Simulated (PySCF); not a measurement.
# CH4ClNSi (SMILES [H]/N=C(/[SiH3])Cl) at 6 levels

We compute a comparison of 6 runs (HF/STO-3G, HF/3-21G, HF/aug-cc-pVDZ, PBE0/6-31G, PBE/pcseg-1, PBE0/def2-SVP) of CH4ClNSi. 

Program for the calculation: PySCF 2.14.0.

## Step 1: The system as given

CH4ClNSi has 8 atoms, charge 0, and is taken as a singlet. As SMILES, `[H]/N=C(/[SiH3])Cl`. The coordinates come from a PBE0-D4/def2-TZVP relaxation.

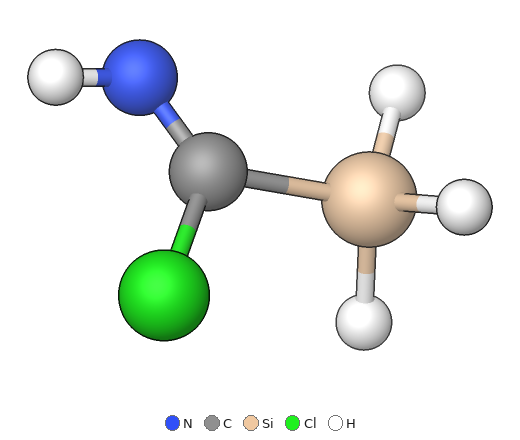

Viewed from a chosen angle; nitrogen blue, carbon grey, silicon light orange, chlorine green, hydrogen white.

## Step 2: Energy and gradient at HF/STO-3G (run 1)

The input, calc.py:

```python
# N=C([SiH3])Cl
from pyscf import gto

mol = gto.Mole()
mol.atom = '''
N     -0.253223     2.748985    -1.817728
C     -0.790850     0.633814    -0.925966
Si     1.234747    -1.130623     1.436759
Cl    -3.588779    -1.059380    -1.759902
H     -1.550709     3.434577    -3.068726
H      1.932434    -3.591424     0.294230
H     -0.308970    -1.554489     3.735800
H      3.499584     0.410637     2.000086
'''
mol.charge = 0
mol.unit = 'bohr'
mol.verbose = 4
mol.max_memory = 1860
mol.basis = 'sto-3g'
mol.build()

hf = mol.RHF()
hf.conv_tol = 1e-10
hf.kernel()
if not hf.converged:
    hf = hf.newton().run(hf.mo_coeff, hf.mo_occ)

e_final = hf.e_tot
print(f'total energy: {e_final:.8f} hartree')
grad = hf.nuc_grad_method().kernel()
hf.analyze()
```

Command:

```
$ OMP_NUM_THREADS=1 python calc.py
```

Output:

```text
PySCF version 2.14.0

[... 77 lines left out ...]
Nuclear Repulsion Energy =             195.402620577639794
[... 3 lines left out ...]
DFT Exchange-Correlation Energy =      -61.279761984958782
[... 5 lines left out ...]
MO #4   energy= -11.1137878993677  occ= 2
[... 3 lines left out ...]
MO #8   energy= -7.80479549561657  occ= 2
[... 3 lines left out ...]
MO #12  energy= -4.02663390488935  occ= 2
[... 3 lines left out ...]
MO #16  energy= -0.674001022496134 occ= 2
[... 3 lines left out ...]
MO #20  energy= -0.448206833195742 occ= 2
[... 3 lines left out ...]
MO #24  energy= -0.34466955560004  occ= 2
[... 3 lines left out ...]
MO #28  energy= 0.488546181250769  occ= 0
[... 3 lines left out ...]
MO #32  energy= 0.988199883165213  occ= 0
[... 4 lines left out ...]
pop of  0 N 2px           1.40629
pop of  0 N 2py           1.21254
pop of  0 N 2pz           1.10631
pop of  1 C 1s            1.99988
pop of  1 C 2s            1.16512
pop of  1 C 2px           0.87957
pop of  1 C 2py           0.96814
pop of  1 C 2pz           1.00949
pop of  2 Si 1s           2.00000
pop of  2 Si 2s           1.99982
pop of  2 Si 3s           1.09593
pop of  2 Si 2px          1.99896
pop of  2 Si 2py          1.99896
pop of  2 Si 2pz          1.99898
pop of  2 Si 3px          0.75852
pop of  2 Si 3py          0.77056
pop of  2 Si 3pz          0.74438
pop of  3 Cl 1s           2.00000
pop of  3 Cl 2s           1.99993
pop of  3 Cl 3s           1.92163
pop of  3 Cl 2px          1.99979
pop of  3 Cl 2py          1.99991
pop of  3 Cl 2pz          1.99997
pop of  3 Cl 3px          1.51532
pop of  3 Cl 3py          1.81201
pop of  3 Cl 3pz          1.93111
pop of  4 H 1s            0.87013
pop of  5 H 1s            1.12232
pop of  6 H 1s            1.12234
pop of  7 H 1s            1.11831
 ** Mulliken atomic charges  **
charge of    0N =     -0.19892
charge of    1C =     -0.02219
charge of    2Si =      0.63389
charge of    3Cl =     -0.17967
charge of    4H =      0.12987
charge of    5H =     -0.12232
charge of    6H =     -0.12234
charge of    7H =     -0.11831
Dipole moment(X, Y, Z, Debye):  1.07207, -0.05184,  0.73124
```

Run time: 3.3 s. Hardware: 1 thread of Intel Xeon Platinum 8259CL at 2.50GHz (Skylake/Cascade Lake), shared host; peak memory 0.12 GiB.

## Step 3: Energy and forces at HF/3-21G (run 2)

The input, input.py:

```python
from pyscf import gto, scf

molecule = gto.M(
    atom='''
N   -0.134000   1.454700  -0.961900
C   -0.418500   0.335400  -0.490000
Si   0.653400  -0.598300   0.760300
Cl  -1.899100  -0.560600  -0.931300
H   -0.820600   1.817500  -1.623900
H    1.022600  -1.900500   0.155700
H   -0.163500  -0.822600   1.976900
H    1.851900   0.217300   1.058400
''',
    spin=0,
    max_memory=1860,
    basis='3-21g',
    verbose=4,
)

calc0 = scf.RHF(molecule)
calc0.conv_tol = 1e-10
calc0.kernel()
if not calc0.converged:
    calc0 = calc0.newton().run(calc0.mo_coeff, calc0.mo_occ)

etot = calc0.e_tot
print(f'total energy: {etot:.8f} hartree')
grad = calc0.nuc_grad_method().kernel()
calc0.analyze()
```

Command:

```
$ OMP_NUM_THREADS=1 python input.py
```

Output:

```text
PySCF version 2.14.0

[... 81 lines left out ...]
Two-electron Energy =                  512.986560096614767
[... 7 lines left out ...]
MO #4   energy= -11.2996245725053  occ= 2
[... 5 lines left out ...]
MO #10  energy= -4.22874283402757  occ= 2
[... 5 lines left out ...]
MO #16  energy= -0.734860933732551 occ= 2
[... 5 lines left out ...]
MO #22  energy= -0.457911301218993 occ= 2
[... 5 lines left out ...]
MO #28  energy= 0.216803291348057  occ= 0
[... 5 lines left out ...]
MO #34  energy= 0.467426155738363  occ= 0
[... 5 lines left out ...]
MO #40  energy= 0.910658290851924  occ= 0
[... 5 lines left out ...]
MO #46  energy= 1.32686656475821   occ= 0
[... 5 lines left out ...]
MO #52  energy= 2.75866483294237   occ= 0
[... 24 lines left out ...]
pop of  2 Si 2px          1.99977
pop of  2 Si 2py          1.99978
pop of  2 Si 2pz          1.99979
pop of  2 Si 3px          0.78473
pop of  2 Si 3py          0.79556
pop of  2 Si 3pz          0.75636
pop of  2 Si 4px          0.01430
pop of  2 Si 4py          0.01713
pop of  2 Si 4pz          0.01506
pop of  3 Cl 1s           1.99999
pop of  3 Cl 2s           1.99982
pop of  3 Cl 3s           1.89006
pop of  3 Cl 4s           0.00448
pop of  3 Cl 2px          1.99989
pop of  3 Cl 2py          1.99993
pop of  3 Cl 2pz          1.99994
pop of  3 Cl 3px          1.51829
pop of  3 Cl 3py          1.80354
pop of  3 Cl 3pz          1.92226
pop of  3 Cl 4px          0.00405
pop of  3 Cl 4py          0.00280
pop of  3 Cl 4pz          0.00176
pop of  4 H 1s            0.76981
pop of  4 H 2s            0.01369
pop of  5 H 1s            1.09309
pop of  5 H 2s            0.00147
pop of  6 H 1s            1.09308
pop of  6 H 2s            0.00147
pop of  7 H 1s            1.08564
pop of  7 H 2s            0.00138
 ** Mulliken atomic charges  **
charge of    0N =     -0.29752
charge of    1C =     -0.07495
charge of    2Si =      0.57890
charge of    3Cl =     -0.14681
charge of    4H =      0.21650
charge of    5H =     -0.09456
charge of    6H =     -0.09455
charge of    7H =     -0.08701
Dipole moment(X, Y, Z, Debye):  0.44987, -0.00130,  0.29459
```

Run time: 3.9 s. Hardware: 1 thread of Intel Xeon Platinum 8259CL at 2.50GHz (Skylake/Cascade Lake), shared host; peak memory 0.13 GiB.

Runs 3 to 4 aren't shown in full; the table further down has their settings and results.

## Step 4: Energy and forces at PBE/pcseg-1 (run 5)

The input, geometry.xyz:

```xyz
8

N     -0.134000     1.454700    -0.961900
C     -0.418500     0.335400    -0.490000
Si     0.653400    -0.598300     0.760300
Cl    -1.899100    -0.560600    -0.931300
H     -0.820600     1.817500    -1.623900
H      1.022600    -1.900500     0.155700
H     -0.163500    -0.822600     1.976900
H      1.851900     0.217300     1.058400
```

The input, calc.py:

```python
from pyscf import gto, dft

system = gto.M(
    atom='geometry.xyz',
    basis='pcseg-1',
    verbose=3,
    max_memory=1860,
)

calc0 = dft.RKS(system)
calc0.xc = 'pbe'
calc0.conv_tol = 1e-10
calc0.grids.level = 5
calc0.kernel()
if not calc0.converged:
    calc0 = calc0.newton().run(calc0.mo_coeff, calc0.mo_occ)

energy = calc0.e_tot
print(f'total energy: {energy:.8f} hartree')
grad = calc0.nuc_grad_method().kernel()
dip = calc0.dip_moment()
pop, q = calc0.mulliken_pop()
```

Command:

```
$ OMP_NUM_THREADS=1 python calc.py
```

Output:

```text
converged SCF energy = -844.436769471583
total energy: -844.43676947 hartree
--------------- RKS gradients ---------------
         x                y                z
0 N    -0.0142564947    -0.0173976433     0.0009079779
1 C    -0.0026499410     0.0095626928    -0.0073434829
2 Si    -0.0010926115    -0.0004859511    -0.0004431535
3 Cl     0.0142962347     0.0097093898     0.0036295235
4 H     0.0071106993    -0.0049104750     0.0075361948
5 H    -0.0015755906     0.0056832288     0.0023577496
6 H     0.0033765588     0.0011873555    -0.0052334112
7 H    -0.0052091875    -0.0033478314    -0.0014116322
----------------------------------------------
Dipole moment(X, Y, Z, Debye):  0.20955, -0.14751,  0.22360
 ** Mulliken pop  **
pop of  0 N 1s            1.99468
pop of  0 N 2s            0.86951
pop of  0 N 3s            0.71544
pop of  0 N 2px           0.85618
pop of  0 N 2py           0.81356
pop of  0 N 2pz           0.73485
pop of  0 N 3px           0.48240
pop of  0 N 3py           0.34781
pop of  0 N 3pz           0.37598
pop of  0 N 3dxy          0.00742
pop of  0 N 3dyz          0.00467
pop of  0 N 3dz^2         0.00269
pop of  0 N 3dxz          0.00556
pop of  0 N 3dx2-y2       0.00755
pop of  1 C 1s            1.99415
pop of  1 C 2s            0.79083
pop of  1 C 3s            0.51287
pop of  1 C 2px           0.60758
pop of  1 C 2py           0.72865
pop of  1 C 2pz           0.66595
pop of  1 C 3px           0.25640
pop of  1 C 3py           0.19929
pop of  1 C 3pz           0.31903
pop of  1 C 3dxy          0.02010
pop of  1 C 3dyz          0.01327
pop of  1 C 3dz^2         0.00819
pop of  1 C 3dxz          0.00667
pop of  1 C 3dx2-y2       0.01399
pop of  2 Si 1s           1.99978
pop of  2 Si 2s           1.98854
pop of  2 Si 3s           1.00697
pop of  2 Si 4s           0.25184
pop of  2 Si 2px          1.99345
pop of  2 Si 2py          1.99355
pop of  2 Si 2pz          1.99336
pop of  2 Si 3px          0.70508
pop of  2 Si 3py          0.72444
pop of  2 Si 3pz          0.69389
pop of  2 Si 4px          0.03755
pop of  2 Si 4py          0.05124
pop of  2 Si 4pz          0.02519
pop of  2 Si 3dxy         0.03137
pop of  2 Si 3dyz         0.02473
pop of  2 Si 3dz^2        0.01948
pop of  2 Si 3dxz         0.03599
pop of  2 Si 3dx2-y2      0.01739
pop of  3 Cl 1s           1.99981
pop of  3 Cl 2s           1.99111
pop of  3 Cl 3s           1.27054
pop of  3 Cl 4s           0.68990
pop of  3 Cl 2px          1.99414
pop of  3 Cl 2py          1.99522
pop of  3 Cl 2pz          1.99553
pop of  3 Cl 3px          1.15028
pop of  3 Cl 3py          1.31076
pop of  3 Cl 3pz          1.34734
pop of  3 Cl 4px          0.31972
pop of  3 Cl 4py          0.46324
pop of  3 Cl 4pz          0.52242
pop of  3 Cl 3dxy         0.01285
pop of  3 Cl 3dyz         0.00298
pop of  3 Cl 3dz^2        0.00475
pop of  3 Cl 3dxz         0.00736
pop of  3 Cl 3dx2-y2      0.00868
pop of  4 H 1s            0.72908
pop of  4 H 2s            0.06580
pop of  4 H 2px           0.01307
pop of  4 H 2py           0.00963
pop of  4 H 2pz           0.01260
pop of  5 H 1s            0.74893
pop of  5 H 2s            0.29140
pop of  5 H 2px           0.00080
pop of  5 H 2py           0.00488
pop of  5 H 2pz           0.00138
pop of  6 H 1s            0.74891
pop of  6 H 2s            0.29134
pop of  6 H 2px           0.00216
pop of  6 H 2py           0.00064
pop of  6 H 2pz           0.00425
pop of  7 H 1s            0.74948
pop of  7 H 2s            0.28281
pop of  7 H 2px           0.00423
pop of  7 H 2py           0.00225
pop of  7 H 2pz           0.00065
 ** Mulliken atomic charges  **
charge of    0N =     -0.21830
charge of    1C =     -0.13698
charge of    2Si =      0.40618
charge of    3Cl =     -0.08663
charge of    4H =      0.16983
charge of    5H =     -0.04739
charge of    6H =     -0.04731
charge of    7H =     -0.03942
```

It took 56 s on 1 thread of Intel Xeon Platinum 8259CL at 2.50GHz (Skylake/Cascade Lake), shared host; peak memory 0.82 GiB.

## Step 5: Energy and forces at PBE0/def2-SVP (run 6)

The input, run.py:

```python
# N=C([SiH3])Cl
from pyscf import gto, dft

mol = gto.M(
    atom=[
    ('N', (-0.134000, 1.454700, -0.961900)),
    ('C', (-0.418500, 0.335400, -0.490000)),
    ('Si', (0.653400, -0.598300, 0.760300)),
    ('Cl', (-1.899100, -0.560600, -0.931300)),
    ('H', (-0.820600, 1.817500, -1.623900)),
    ('H', (1.022600, -1.900500, 0.155700)),
    ('H', (-0.163500, -0.822600, 1.976900)),
    ('H', (1.851900, 0.217300, 1.058400)),
],
    basis='def2-svp',
    max_memory=1860,
    spin=0,
    verbose=3,
)

myscf = dft.RKS(mol, xc='pbe0')
myscf.grids.level = 5
myscf.conv_tol = 1e-10
myscf.kernel()
if not myscf.converged:
    myscf = myscf.newton().run(myscf.mo_coeff, myscf.mo_occ)

etot = myscf.e_tot
print('Final energy', etot)
grad = myscf.nuc_grad_method().kernel()
dip = myscf.dip_moment()
pop, q = myscf.mulliken_pop()
```

Command:

```
$ OMP_NUM_THREADS=1 python run.py
```

Output:

```text
converged SCF energy = -844.238101167514
Final energy -844.2381011675141
--------------- RKS gradients ---------------
         x                y                z
0 N    -0.0055848285    -0.0061687377    -0.0000276916
1 C     0.0024138892     0.0032294112    -0.0003004910
2 Si     0.0001915507    -0.0002256085     0.0002343295
3 Cl     0.0022740549     0.0019436274     0.0003311221
4 H     0.0029352375    -0.0010332707     0.0025291153
5 H    -0.0010091446     0.0028306753     0.0008655421
6 H     0.0013374365     0.0007056262    -0.0027250759
7 H    -0.0025579320    -0.0012808645    -0.0009063806
----------------------------------------------
Dipole moment(X, Y, Z, Debye):  0.03681, -0.16147,  0.11899
 ** Mulliken pop  **
pop of  0 N 1s            1.98797
pop of  0 N 2s            1.03843
pop of  0 N 3s            0.49708
pop of  0 N 2px           0.83899
pop of  0 N 2py           0.79421
pop of  0 N 2pz           0.70556
pop of  0 N 3px           0.49094
pop of  0 N 3py           0.34449
pop of  0 N 3pz           0.38567
pop of  0 N 3dxy          0.00626
pop of  0 N 3dyz          0.00432
pop of  0 N 3dz^2         0.00243
pop of  0 N 3dxz          0.00507
pop of  0 N 3dx2-y2       0.00700
pop of  1 C 1s            1.98731
pop of  1 C 2s            0.96887
pop of  1 C 3s            0.29549
pop of  1 C 2px           0.58579
pop of  1 C 2py           0.71883
pop of  1 C 2pz           0.64434
pop of  1 C 3px           0.28680
pop of  1 C 3py           0.27164
pop of  1 C 3pz           0.36228
pop of  1 C 3dxy          0.02152
pop of  1 C 3dyz          0.01411
pop of  1 C 3dz^2         0.00893
pop of  1 C 3dxz          0.00701
pop of  1 C 3dx2-y2       0.01480
pop of  2 Si 1s           1.99932
pop of  2 Si 2s           1.98277
pop of  2 Si 3s           1.05372
pop of  2 Si 4s           0.19393
pop of  2 Si 2px          1.97597
pop of  2 Si 2py          1.97615
pop of  2 Si 2pz          1.97592
pop of  2 Si 3px          0.44364
pop of  2 Si 3py          0.45200
pop of  2 Si 3pz          0.44041
pop of  2 Si 4px          0.29330
pop of  2 Si 4py          0.31463
pop of  2 Si 4pz          0.27906
pop of  2 Si 3dxy         0.04168
pop of  2 Si 3dyz         0.03145
pop of  2 Si 3dz^2        0.02625
pop of  2 Si 3dxz         0.04615
pop of  2 Si 3dx2-y2      0.02419
pop of  3 Cl 1s           1.99944
pop of  3 Cl 2s           1.98590
pop of  3 Cl 3s           1.26007
pop of  3 Cl 4s           0.70492
pop of  3 Cl 2px          1.97510
pop of  3 Cl 2py          1.97768
pop of  3 Cl 2pz          1.97845
pop of  3 Cl 3px          0.64664
pop of  3 Cl 3py          0.73470
pop of  3 Cl 3pz          0.75777
pop of  3 Cl 4px          0.87597
pop of  3 Cl 4py          1.06306
pop of  3 Cl 4pz          1.13821
pop of  3 Cl 3dxy         0.01150
pop of  3 Cl 3dyz         0.00255
pop of  3 Cl 3dz^2        0.00419
pop of  3 Cl 3dxz         0.00602
pop of  3 Cl 3dx2-y2      0.00725
pop of  4 H 1s            0.71459
pop of  4 H 2s            0.11088
pop of  4 H 2px           0.01701
pop of  4 H 2py           0.01333
pop of  4 H 2pz           0.01587
pop of  5 H 1s            0.73114
pop of  5 H 2s            0.30748
pop of  5 H 2px           0.00131
pop of  5 H 2py           0.00649
pop of  5 H 2pz           0.00210
pop of  6 H 1s            0.73111
pop of  6 H 2s            0.30746
pop of  6 H 2px           0.00311
pop of  6 H 2py           0.00113
pop of  6 H 2pz           0.00566
pop of  7 H 1s            0.73166
pop of  7 H 2s            0.31350
pop of  7 H 2px           0.00570
pop of  7 H 2py           0.00318
pop of  7 H 2pz           0.00114
 ** Mulliken atomic charges  **
charge of    0N =     -0.10843
charge of    1C =     -0.18772
charge of    2Si =      0.44946
charge of    3Cl =     -0.12944
charge of    4H =      0.12832
charge of    5H =     -0.04852
charge of    6H =     -0.04847
charge of    7H =     -0.05519
```

Wall time 57 s (1 thread of Intel Xeon Platinum 8259CL at 2.50GHz (Skylake/Cascade Lake), shared host); peak memory 0.82 GiB.

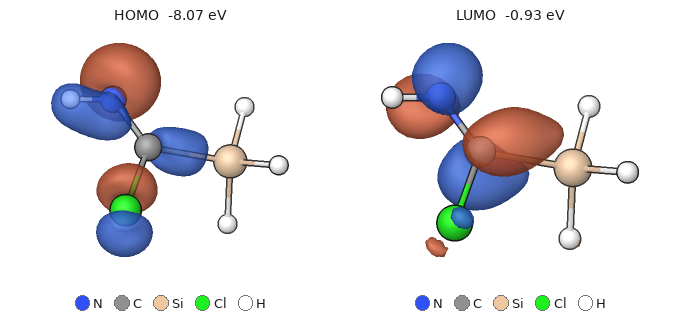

Frontier orbitals of this run, surfaces at ±0.2 Å^-3/2.

## Step 6: Overview of the runs

```tsv
run	level	integration grid	energy (Eh)	dipole moment (D)	HOMO energy (eV)	LUMO energy (eV)	wall time
1	HF/STO-3G	–	-833.623191	1.30	-9.38	7.32	3.3 s
2	HF/3-21G	–	-838.768853	0.54	-11.37	3.30	3.9 s
3	HF/aug-cc-pVDZ	–	-843.073440	0.51	-11.70	0.97	63 s
4	PBE0/6-31G	5	-844.419630	0.31	-8.02	-0.89	35 s
5	PBE/pcseg-1	5	-844.436769	0.34	-6.88	-2.14	56 s
6	PBE0/def2-SVP	5	-844.238101	0.20	-8.07	-0.93	57 s
```

## Step 7: Results

```
                       quantity          value
            run 6: total energy  -844.23810 Eh
           run 6: dipole moment         0.20 D
             run 6: HOMO energy       -8.07 eV
             run 6: LUMO energy       -0.93 eV
           run 6: HOMO–LUMO gap        7.14 eV
run 6: largest force on an atom     0.428 eV/Å
```

**Reading.** The dipole moment (its size) runs from 0.20 D (PBE0/def2-SVP) to 1.30 D (HF/STO-3G). The two ends differ in method and basis. The HOMO–LUMO gap runs from 4.74 eV (PBE/pcseg-1) to 16.70 eV (HF/STO-3G). Totals of different functionals can't be ranked against each other. In run 1 the basis is minimal, so the values are rough. All runs together took 3.6 min, the longest 63 s.
